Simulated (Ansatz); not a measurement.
Response to strain in hypothetical CsCl type LaP

Start from LaP in the CsCl type structure (space group Pm-3m, No. 221; a hypothetical phase, not in the database extracts checked; relaxed with 0.1 eV smearing).

```xyz
2
Lattice="3.6409 0.0000 0.0000 0.0000 3.6409 0.0000 0.0000 0.0000 3.6409" Properties=species:S:1:pos:R:3 pbc="T T T"
La     0.0000     0.0000     0.0000
P      1.8205     1.8205     1.8205
```

Strains are applied to the cell and any free atomic positions relax.

Method: PBE in Ansatz (plane waves to 420 eV, PAW, no spin-orbit coupling).

Notes on the quantities. energy relative to the base: free energy F.

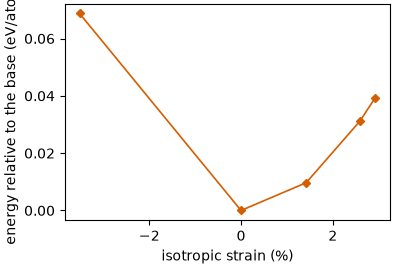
Figure: Energy relative to the base against isotropic strain

Task: From the plot, what is the energy relative to the base for isotropic strain +2.92 %?

Result: About 0.039 eV/atom.

Task: Is the trend monotonic over the range shown?

Result: No, it turns within the range, spanning 0 meV/atom to +69 meV/atom.

Stability against distortions was not tested. All final runs are without spin polarisation.

Ansatz is a first-principles code.
